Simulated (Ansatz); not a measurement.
# Work function of Pt(100): what the settings cost and change, part 2 of 2

How thick a slab and how much vacuum does the work function of Pt(100) need?

Ansatz 0.2.0; plane-wave DFT, PBE, Ansatz PAW.

So far, work function, upper face (eV): step 2 (slab, setting 1 layer) 6.36; step 4 (slab, 3 atoms) 5.69; step 5 (run, 4 atoms) 5.64; step 6 (run, 5 atoms) 5.67; step 7 (run, 6 atoms) 5.66.

**8. Run, 8 atoms**

System of this step: Pt(100). The cell holds 8 atoms: 8 Pt. Its edges and angles: a = 2.772 Å, b = 2.772 Å, c = 31.720 Å, α = 90.0°, β = 90.0°, γ = 90.0°. Vacuum lies along c.

File input.yaml:

```yaml
crystal:
  lattice:
    - [2.7718585823, 0.0, 0.0]
    - [0.0, 2.7718585823, 0.0]
    - [0.0, 0.0, 31.72]
  atoms:
    - { symbol: Pt, position: [0.5, 0.5, 0.2837326608] }
    - { symbol: Pt, position: [0.0, 0.0, 0.3455233291] }
    - { symbol: Pt, position: [0.5, 0.5, 0.4073139975] }
    - { symbol: Pt, position: [0.0, 0.0, 0.4691046658] }
    - { symbol: Pt, position: [0.5, 0.5, 0.5308953342] }
    - { symbol: Pt, position: [0.0, 0.0, 0.5926860025] }
    - { symbol: Pt, position: [0.5, 0.5, 0.6544766709] }
    - { symbol: Pt, position: [0.0, 0.0, 0.7162673392] }
kpoints:
  mp_grid: { grid: [15, 15, 1] }
hamiltonian:
  xc: pbe
scf:
  occupations: { method: fermi_dirac, width: 0.1 }
  convergence: { dr2_threshold: 1.0e-09 }
efield:
  axis: 3
  dipole_correction: true
  ramp_position: 0.97
  ramp_width: 0.06
output:
  write_potential: true
  write_density: true
  volumetric_format: npy
```

The run is started by

```
> ansatz run input.yaml --threads 2 --pin off --max-ram 3072MiB --backend cpu --events-out ev --progress --plain --runs-dir out
```

Numbers of over 12 decimals in the logs are rounded to 6 here.

Log:

```text
[...]
Crystal: 8 atoms, lattice volume = 243.711 Å³
Basis set: ecut = 420 eV, 4847 PW (Γ)
Bands: 87, of which v1, the nominal top of the filled ones, is band 72 counted from 1 (71 counted from 0)
Symmetry: 8 space group operations
k-points: 36 of 225
[...]
k-point 0: bands = [... 68 lower, 8.1128, 8.1128, 8.2051, 8.3924, 8.5102, 8.7396, 8.7396, 8.7781, ... 11 higher]
  k-point 1: bands = [... 68 lower, 7.8164, 7.9739, 8.3048, 8.4222, 8.4244, 8.4366, 8.6867, 8.7104, ... 11 higher]
  k-point 2: bands = [... 68 lower, 7.7389, 7.8114, 7.9235, 8.2125, 8.3782, 8.5346, 8.7236, 8.7522, ... 11 higher]
  k-point 35: bands = [... 68 lower, 9.1116, 9.1218, 9.6510, 9.6783, 10.8641, 11.5491, 12.2948, 12.8911, ... 11 higher]
[key lines of the parts left out:]
SCF converged after 13 iterations
Free energy (F): -100182.504520 eV
Fermi energy:    8.698686 eV
Dipole field:    D = -0.000000 V/Å  (p = -0.000000 e·Å, saw-weighted, corrected)
Work function:   Φ+ = 5.6676 eV   Φ− = 5.6676 eV
```

Wall time 2.3 min (2 threads of Arm Neoverse N1, shared host); peak memory 1 GiB.

The work function is 5.668 eV, +0.007 eV from the run “6 layers”, at 1.8 times its CPU time.

**9. Slab, 10 atoms**

System of this step: Pt(100). The cell holds 10 atoms: 10 Pt. Its edges and angles: a = 2.772 Å, b = 2.772 Å, c = 35.640 Å, α = 90.0°, β = 90.0°, γ = 90.0°. Vacuum lies along c.

input.yaml, the sections that differ from step 8:

```yaml
crystal:
  lattice:
    - [2.7718585823, 0.0, 0.0]
    - [0.0, 2.7718585823, 0.0]
    - [0.0, 0.0, 35.64]
  atoms:
    - { symbol: Pt, position: [0.5, 0.5, 0.2525252525] }
    - { symbol: Pt, position: [0.0, 0.0, 0.3075196409] }
    - { symbol: Pt, position: [0.5, 0.5, 0.3625140292] }
    - { symbol: Pt, position: [0.0, 0.0, 0.4175084175] }
    - { symbol: Pt, position: [0.5, 0.5, 0.4725028058] }
    - { symbol: Pt, position: [0.0, 0.0, 0.5274971942] }
    - { symbol: Pt, position: [0.5, 0.5, 0.5824915825] }
    - { symbol: Pt, position: [0.0, 0.0, 0.6374859708] }
    - { symbol: Pt, position: [0.5, 0.5, 0.6924803591] }
    - { symbol: Pt, position: [0.0, 0.0, 0.7474747475] }
# kpoints, hamiltonian, scf, efield, output: as in step 8
```

Log:

```text
[...]
Crystal: 10 atoms, lattice volume = 273.829 Å³
Basis set: ecut = 420 eV, 5467 PW (Γ)
Bands: 108, of which v1, the nominal top of the filled ones, is band 90 counted from 1 (89 counted from 0)
Symmetry: 8 space group operations
k-points: 36 of 225
[...]
k-point 1: bands = [... 86 lower, 9.5317, 9.7234, 9.7985, 9.8887, 10.0566, 10.1177, 10.2604, 10.3314, ... 14 higher]
  k-point 2: bands = [... 86 lower, 9.3650, 9.4655, 9.6263, 9.7677, 10.0311, 10.1074, 10.1092, 10.2626, ... 14 higher]
  k-point 35: bands = [... 86 lower, 10.7382, 10.7488, 11.2822, 11.2994, 12.3205, 13.0219, 13.4557, 14.0494, ... 14 higher]
[key lines of the parts left out:]
SCF converged after 13 iterations
Free energy (F): -125228.554939 eV
Fermi energy:    10.324068 eV
Dipole field:    D = -0.000000 V/Å  (p = -0.000000 e·Å, saw-weighted, corrected)
Work function:   Φ+ = 5.6643 eV   Φ− = 5.6643 eV
```

It took 3.3 min on 2 threads; peak memory 1.3 GiB; 6 min of CPU time.

The work function is 5.664 eV, -0.003 eV from the run “8 layers”, at 1.6 times its CPU time.

**10. Slab, 13 atoms**

System of this step: Pt(100). The cell holds 13 atoms: 13 Pt. Its edges and angles: a = 2.772 Å, b = 2.772 Å, c = 41.520 Å, α = 90.0°, β = 90.0°, γ = 90.0°. Vacuum lies along c.

input.yaml, the sections that differ from step 9:

```yaml
crystal:
  lattice:
    - [2.7718585823, 0.0, 0.0]
    - [0.0, 2.7718585823, 0.0]
    - [0.0, 0.0, 41.52]
  atoms:
    - { symbol: Pt, position: [0.0, 0.0, 0.2167630058] }
    - { symbol: Pt, position: [0.5, 0.5, 0.2639691715] }
    - { symbol: Pt, position: [0.0, 0.0, 0.3111753372] }
    - { symbol: Pt, position: [0.5, 0.5, 0.3583815029] }
    - { symbol: Pt, position: [0.0, 0.0, 0.4055876686] }
    - { symbol: Pt, position: [0.5, 0.5, 0.4527938343] }
    - { symbol: Pt, position: [0.0, 0.0, 0.5] }
    - { symbol: Pt, position: [0.5, 0.5, 0.5472061657] }
    - { symbol: Pt, position: [0.0, 0.0, 0.5944123314] }
    - { symbol: Pt, position: [0.5, 0.5, 0.6416184971] }
    - { symbol: Pt, position: [0.0, 0.0, 0.6888246628] }
    - { symbol: Pt, position: [0.5, 0.5, 0.7360308285] }
    - { symbol: Pt, position: [0.0, 0.0, 0.7832369942] }
# kpoints, hamiltonian, scf, efield, output: as in step 9
```

Log:

```text
[...]
Crystal: 13 atoms, lattice volume = 319.006 Å³
Basis set: ecut = 420 eV, 6335 PW (Γ)
Bands: 141, of which v1, the nominal top of the filled ones, is band 117 counted from 1 (116 counted from 0)
Symmetry: 8 space group operations
k-points: 36 of 225
[...]
k-point 1: bands = [... 113 lower, 11.4550, 11.5918, 11.6798, 11.8260, 11.8577, 11.8861, 11.9304, 12.0862, ... 20 higher]
  k-point 2: bands = [... 113 lower, 11.2332, 11.4605, 11.5033, 11.5322, 11.7545, 11.8943, 11.9920, 12.0589, ... 20 higher]
  k-point 35: bands = [... 113 lower, 12.5999, 12.6143, 13.1449, 13.1535, 14.0224, 14.7445, 14.8737, 15.4801, ... 20 higher]
[key lines of the parts left out:]
SCF converged after 13 iterations
Free energy (F): -162797.628299 eV
Fermi energy:    12.181923 eV
Dipole field:    D = -0.000001 V/Å  (p = -0.000001 e·Å, saw-weighted, corrected)
Work function:   Φ+ = 5.6703 eV   Φ− = 5.6703 eV
```

It took 6 min on 2 threads; peak memory 1.8 GiB.

The work function is 5.670 eV, +0.006 eV from the run “10 layers”, at 1.8 times its CPU time.

**11. Slab, 7 atoms**

System of this step: Pt(100). The cell holds 7 atoms: 7 Pt. Cell: a = 2.772 Å, b = 2.772 Å, c = 21.760 Å, α = 90.0°, β = 90.0°, γ = 90.0°. Vacuum lies along c.

input.yaml, the sections that differ from step 10:

```yaml
crystal:
  lattice:
    - [2.7718585823, 0.0, 0.0]
    - [0.0, 2.7718585823, 0.0]
    - [0.0, 0.0, 21.76]
  atoms:
    - { symbol: Pt, position: [0.0, 0.0, 0.2297794118] }
    - { symbol: Pt, position: [0.5, 0.5, 0.3198529412] }
    - { symbol: Pt, position: [0.0, 0.0, 0.4099264706] }
    - { symbol: Pt, position: [0.5, 0.5, 0.5] }
    - { symbol: Pt, position: [0.0, 0.0, 0.5900735294] }
    - { symbol: Pt, position: [0.5, 0.5, 0.6801470588] }
    - { symbol: Pt, position: [0.0, 0.0, 0.7702205882] }
# kpoints, hamiltonian, scf, efield, output: as in step 10
```

Log:

```text
[...]
Crystal: 7 atoms, lattice volume = 167.186 Å³
Basis set: ecut = 420 eV, 3309 PW (Γ)
Bands: 76, of which v1, the nominal top of the filled ones, is band 63 counted from 1 (62 counted from 0)
Symmetry: 8 space group operations
k-points: 36 of 225
[...]
k-point 1: bands = [... 59 lower, 11.7189, 12.1654, 12.2268, 12.2506, 12.2898, 12.6259, 12.6660, 12.7591, ... 9 higher]
  k-point 2: bands = [... 59 lower, 11.6179, 11.7389, 11.9850, 12.2358, 12.2847, 12.4636, 12.5887, 12.8825, ... 9 higher]
  k-point 35: bands = [... 59 lower, 13.0637, 13.0751, 13.6021, 13.6365, 14.9359, 15.6122, 16.5682, 17.1743, ... 9 higher]
[key lines of the parts left out:]
SCF converged after 12 iterations
Free energy (F): -87659.477497 eV
Fermi energy:    12.650123 eV
Dipole field:    D = 0.000000 V/Å  (p = 0.000000 e·Å, saw-weighted, corrected)
Work function:   Φ+ = 5.6628 eV (in doubt: plateau slope 2.0e-2 eV/Å)   Φ− = 5.6637 eV (in doubt: plateau slope 1.4e-2 eV/Å)
```

Elapsed: 79 s, on 2 threads; peak memory 0.71 GiB.

The work function is 5.663 eV. The program marks this work function as in doubt.

**12. Slab, 7 atoms (run 2)**

The cell differs from the one that the last finished run ended in (c 21.760 → 25.760 Å).

input.yaml, the sections that differ from step 11:

```yaml
crystal:
  lattice:
    - [2.7718585823, 0.0, 0.0]
    - [0.0, 2.7718585823, 0.0]
    - [0.0, 0.0, 25.76]
  atoms:
    - { symbol: Pt, position: [0.0, 0.0, 0.2717391304] }
    - { symbol: Pt, position: [0.5, 0.5, 0.347826087] }
    - { symbol: Pt, position: [0.0, 0.0, 0.4239130435] }
    - { symbol: Pt, position: [0.5, 0.5, 0.5] }
    - { symbol: Pt, position: [0.0, 0.0, 0.5760869565] }
    - { symbol: Pt, position: [0.5, 0.5, 0.652173913] }
    - { symbol: Pt, position: [0.0, 0.0, 0.7282608696] }
# kpoints, hamiltonian, scf, efield, output: as in step 11
```

Log:

```text
[...]
Crystal: 7 atoms, lattice volume = 197.919 Å³
Basis set: ecut = 420 eV, 3947 PW (Γ)
Bands: 76, of which v1, the nominal top of the filled ones, is band 63 counted from 1 (62 counted from 0)
Symmetry: 8 space group operations
k-points: 36 of 225
[...]
k-point 0: bands = [... 59 lower, 8.9941, 9.1456, 9.1853, 9.5502, 9.7578, 9.7578, 9.8800, 9.9144, ... 9 higher]
  k-point 1: bands = [... 59 lower, 8.8749, 9.3215, 9.3828, 9.4070, 9.4459, 9.7819, 9.8221, 9.9152, ... 9 higher]
  k-point 2: bands = [... 59 lower, 8.7740, 8.8947, 9.1410, 9.3918, 9.4412, 9.6196, 9.7447, 10.0385, ... 9 higher]
  k-point 35: bands = [... 59 lower, 10.2198, 10.2311, 10.7581, 10.7925, 12.0919, 12.7683, 13.7243, 14.3303, ... 9 higher]
[key lines of the parts left out:]
SCF converged after 12 iterations
Free energy (F): -87659.477461 eV
Fermi energy:    9.806160 eV
Dipole field:    D = -0.000000 V/Å  (p = -0.000000 e·Å, saw-weighted, corrected)
Work function:   Φ+ = 5.6654 eV   Φ− = 5.6654 eV
```

Elapsed: 91 s, on 2 threads; peak memory 0.8 GiB.

The work function is 5.665 eV, +0.003 eV from the run “7 layers, 10 Å of vacuum”, at 1.1 times its CPU time.

**13. Run, 7 atoms**

The cell differs from the one that the last finished run ended in (c 25.760 → 37.760 Å).

input.yaml, the sections that differ from step 12:

```yaml
crystal:
  lattice:
    - [2.7718585823, 0.0, 0.0]
    - [0.0, 2.7718585823, 0.0]
    - [0.0, 0.0, 37.76]
  atoms:
    - { symbol: Pt, position: [0.0, 0.0, 0.344279661] }
    - { symbol: Pt, position: [0.5, 0.5, 0.3961864407] }
    - { symbol: Pt, position: [0.0, 0.0, 0.4480932203] }
    - { symbol: Pt, position: [0.5, 0.5, 0.5] }
    - { symbol: Pt, position: [0.0, 0.0, 0.5519067797] }
    - { symbol: Pt, position: [0.5, 0.5, 0.6038135593] }
    - { symbol: Pt, position: [0.0, 0.0, 0.655720339] }
# kpoints, hamiltonian, scf, efield, output: as in step 12
```

Log:

```text
[...]
Crystal: 7 atoms, lattice volume = 290.118 Å³
Basis set: ecut = 420 eV, 5779 PW (Γ)
Bands: 76, of which v1, the nominal top of the filled ones, is band 63 counted from 1 (62 counted from 0)
Symmetry: 8 space group operations
k-points: 36 of 225
[...]
k-point 0: bands = [... 59 lower, 4.0773, 4.2288, 4.2685, 4.6334, 4.8410, 4.8410, 4.9632, 4.9976, ... 9 higher]
  k-point 1: bands = [... 59 lower, 3.9581, 4.4047, 4.4660, 4.4902, 4.5291, 4.8651, 4.9053, 4.9984, ... 9 higher]
  k-point 2: bands = [... 59 lower, 3.8572, 3.9779, 4.2242, 4.4750, 4.5245, 4.7028, 4.8279, 5.1217, ... 9 higher]
  k-point 35: bands = [... 59 lower, 5.3030, 5.3143, 5.8413, 5.8757, 7.1751, 7.8515, 8.8075, 9.4135, ... 9 higher]
[key lines of the parts left out:]
SCF converged after 13 iterations
Free energy (F): -87659.477461 eV
Fermi energy:    4.889355 eV
Dipole field:    D = -0.000000 V/Å  (p = -0.000000 e·Å, saw-weighted, corrected)
Work function:   Φ+ = 5.6654 eV   Φ− = 5.6654 eV
```

It took 3.2 min on 2 threads; peak memory 1 GiB.

The work function is 5.665 eV, -0.000 eV from the run “7 layers, 14 Å of vacuum”, at 1.5 times its CPU time.

**14. The series together**

Times are for 2 threads of Arm Neoverse N1, shared host. The series side by side:

| no. | setting | work function, upper face (eV) | time | memory (GiB) |
| --- | --- | --- | --- | --- |
| 1 | 1 layer | 6.360 | 12 s | 0.4 |
| 2 | 2 layers | 5.764 | 13 s | 0.41 |
| 3 | 3 layers | 5.690 | 28 s | 0.46 |
| 4 | 4 layers | 5.640 | 43 s | 0.55 |
| 5 | 5 layers | 5.667 | 70 s | 0.64 |
| 6 | 6 layers | 5.661 | 89 s | 0.75 |
| 7 | 8 layers | 5.668 | 2.3 min | 1.0 |
| 8 | 10 layers | 5.664 | 3.3 min | 1.3 |
| 9 | 13 layers | 5.670 | 6 min | 1.8 |
| 10 | 7 layers, 10 Å of vacuum | 5.663 | 79 s | 0.71 |
| 11 | 7 layers, 14 Å of vacuum | 5.665 | 91 s | 0.8 |
| 12 | 7 layers, 26 Å of vacuum | 5.665 | 3.2 min | 1.0 |

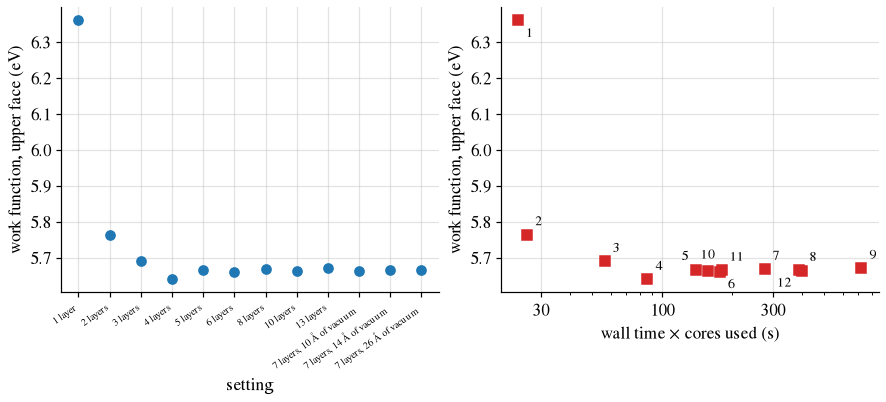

The series as plots; the last panel sets the first result against cost, with the runs numbered as in the table.

**15. A changed input**

System of this step: Pt(100) monolayer. The cell holds 1 atom: 1 Pt. Cell: a = 2.772 Å, b = 2.772 Å, c = 18.000 Å, α = 90.0°, β = 90.0°, γ = 90.0°. Vacuum lies along c.

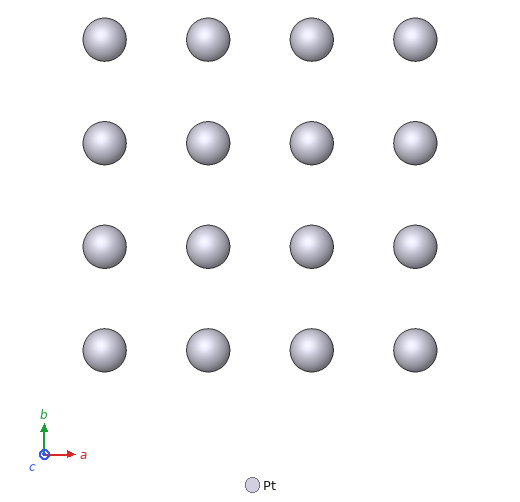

The cell of this step (platinum light grey). 4×4×1 cells are drawn.

An input spoilt on purpose, to show how the run answers: it repeats the earlier run “1 layer” with scf.n_extra_bands to 0 and scf.occupations from method: fermi_dirac, width: 0.1 to method: fermi_dirac, width: 0.3, and scf.max_iter set to 50; its output block differs too.

input.yaml, the sections that differ from step 13:

```yaml
crystal:
  lattice:
    - [2.7718585823, 0.0, 0.0]
    - [0.0, 2.7718585823, 0.0]
    - [0.0, 0.0, 18.0]
  atoms:
    - { symbol: Pt, position: [0.5, 0.5, 0.5] }
scf:
  occupations: { method: fermi_dirac, width: 0.3 }
  convergence: { dr2_threshold: 1.0e-09 }
  n_extra_bands: 0
  max_iter: 50
# kpoints, hamiltonian, efield, output: as in step 13
```

Log:

```text
Error: inconsistent input (scf.n_extra_bands, scf.occupations.method): n_bands = 9 leaves no empty band above the 9 bands per channel that the deck's 18 electrons occupy, and the occupations search for the Fermi level (a smearing at a finite width, or tetrahedra): a level found among occupied bands alone can fill a metal as an insulator; raise scf.n_extra_bands until at least 10 bands are solved (omitted, it auto-derives to 15) (see scf.n_extra_bands in the input reference)
```

Run time: 0.13 s. Hardware: 2 threads; peak memory 0.07 GiB.

The program refused the input before any cycle.

The program's message: “Error: inconsistent input (scf.n_extra_bands, scf.occupations.method): n_bands = 9 leaves no empty band above the 9 bands per channel that the deck's 18 electrons occupy, and the occupations search fo …”

The fault put into the input: too few bands.

**16. Outcome**

- work function, 1 layer: 6.360 eV
- work function, 4 layers: 5.640 eV
- work function, 6 layers: 5.661 eV
- work function, 13 layers: 5.670 eV

What this shows: The thickest slab gives 5.67 eV, and the settings tried spread the value from 5.64 to 6.36 eV. At 18 Å of vacuum, the slabs from 3 layers on stay within 0.04 eV of the thickest. Going from 10 to 26 Å of vacuum moves it by 0.003 eV. The program marks the value as in doubt in “7 layers, 10 Å of vacuum”. A compiled measured value is 5.7 eV (arxiv:1902.07811, 2019), but the real face reconstructs and these slabs don't, so it is no test of the method. The ladder's slabs use the tabulated experimental lattice constant (two decimals; a low-temperature value for the alkali metals). The main runs have no spin polarisation; a magnetic state could lie lower and would change these results. In 1 run of the series (7 layers, 10 Å of vacuum) the program warns that electrons reach the sawtooth's ramp, which makes dipole and work function less sure.

[Logs are printed without paths, hosts, clocks, repeated set-up lines and the standing remarks that a program may print on its own settings, such as how far it seeks lower states.]

[Hosts, paths, dates, database ids (printed as entryN), source tags and the programs' standing remarks are cut or masked in the printed files.]

[Maps of the electrostatic potential energy from Ansatz leave out the sawtooth potential of an applied field or a dipole correction, so their vacuum need not be flat; planar profiles and work functions include it.]
